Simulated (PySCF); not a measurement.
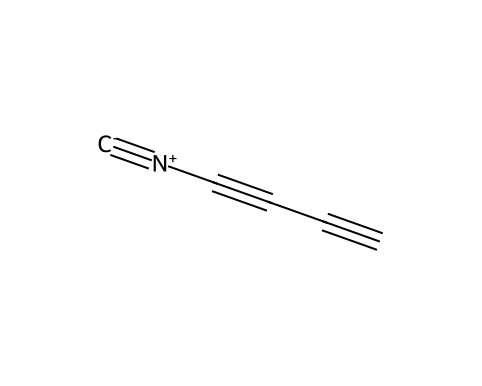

Skeletal drawing of a molecule.

Write the SMILES.

[C-]#[N+]C#CC#C

What is the molecular formula?

C5HN.

An optimisation with PBE0-D3(BJ)/def2-SVP gave a structure of which point group?

C∞v.

More results for the same structure follow; atom numbers are the same in all pictures, views and colours differ. The geometry was computed by an optimisation with PBE0-D3(BJ)/def2-SVP. No frequency run is at hand to confirm it as a minimum.

Shape

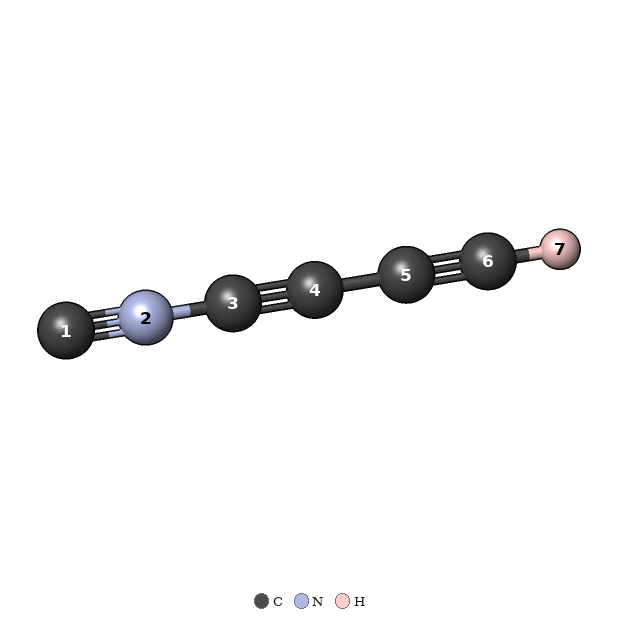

The atoms are numbered. No frequency run is at hand to confirm it as a minimum.

Describe the coordination of atom 2.

N2 has 2 neighbours (C1 at 1.19, C3 at 1.30 Å); the arrangement is linear.

What is the geometry at C6?

C6 has 2 neighbours (C5 at 1.22, H7 at 1.07 Å); the arrangement is linear.

What is the geometry at C5?

C5 has 2 neighbours (C4 at 1.37, C6 at 1.22 Å); the arrangement is linear.

How are the neighbours of atom 4 arranged?

C4 has 2 neighbours (C3 at 1.22, C5 at 1.37 Å); the arrangement is linear.

Spin–spin coupling

No frequency run is at hand to confirm it as a minimum. Properties computed with B3LYP/6-31G* indirect spin-spin coupling, non-relativistic, gas phase (PySCF 2.14.0). Isotopes: 13C, 1H, 15N.

Give the spin–spin coupling constants of these pairs, with the number of bonds between them: C1/N2, C4/C5, C5/C6, C6/H7, N2/C4, C4/C6, C5/H7, C1/C4, N2/C5, C3/C6, C4/H7.

```json
{"pair": "C1, N2", "bonds apart": "1", "J (Hz)": "−5.7"}
{"pair": "C4, C5", "bonds apart": "1", "J (Hz)": "181.6"}
{"pair": "C5, C6", "bonds apart": "1", "J (Hz)": "210.0"}
{"pair": "C6, H7", "bonds apart": "1", "J (Hz)": "246.2"}
{"pair": "N2, C4", "bonds apart": "2", "J (Hz)": "−2.5"}
{"pair": "C4, C6", "bonds apart": "2", "J (Hz)": "5.3"}
{"pair": "C5, H7", "bonds apart": "2", "J (Hz)": "38.9"}
{"pair": "C1, C4", "bonds apart": "3", "J (Hz)": "15.4"}
{"pair": "N2, C5", "bonds apart": "3", "J (Hz)": "−3.3"}
{"pair": "C3, C6", "bonds apart": "3", "J (Hz)": "25.6"}
{"pair": "C4, H7", "bonds apart": "3", "J (Hz)": "10.0"}
```

Dipole moment

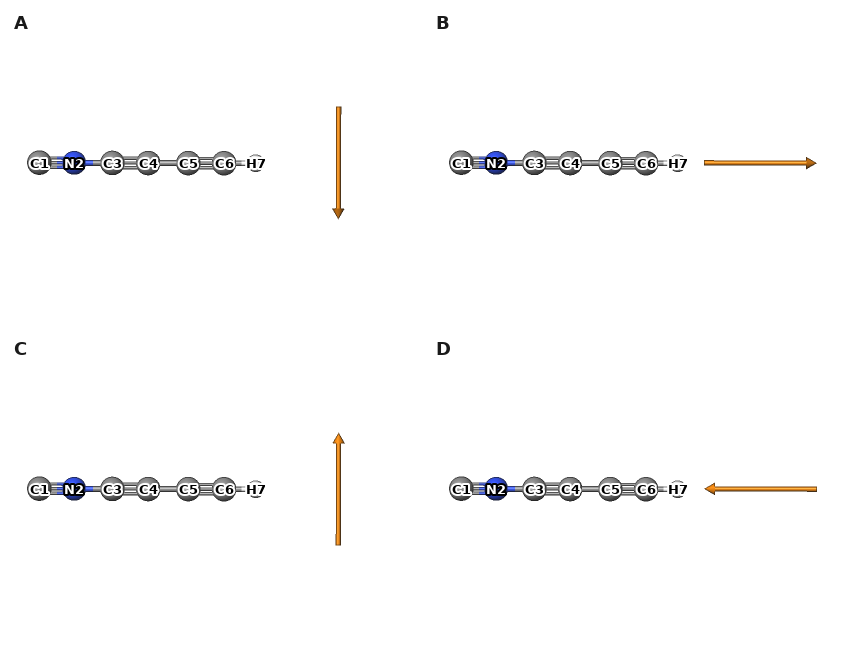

The same molecule four times, each with an arrow. No frequency run is at hand to confirm it as a minimum. Properties computed with B3LYP/cc-pVTZ, gas phase (PySCF 2.14.0).

Which arrow points along the dipole moment, from the negative to the positive end?

B. The dipole moment is 3.24 D; it points from the side of C1 to the side of H7 (the outermost atoms at the two ends).

Quadrupole coupling

No frequency run is at hand to confirm it as a minimum. Electric field gradients from the ground-state density, B3LYP/cc-pVTZ (PySCF 2.14.0), non-relativistic apart from any core potentials.

Give the largest field-gradient component, the quadrupole coupling constant and the asymmetry for 14N at N2 (Q = 20.44 mb).

```csv
atom,V_zz (a.u.),e²qQ/h (MHz),η
N2,0.157,0.753,0.00
```
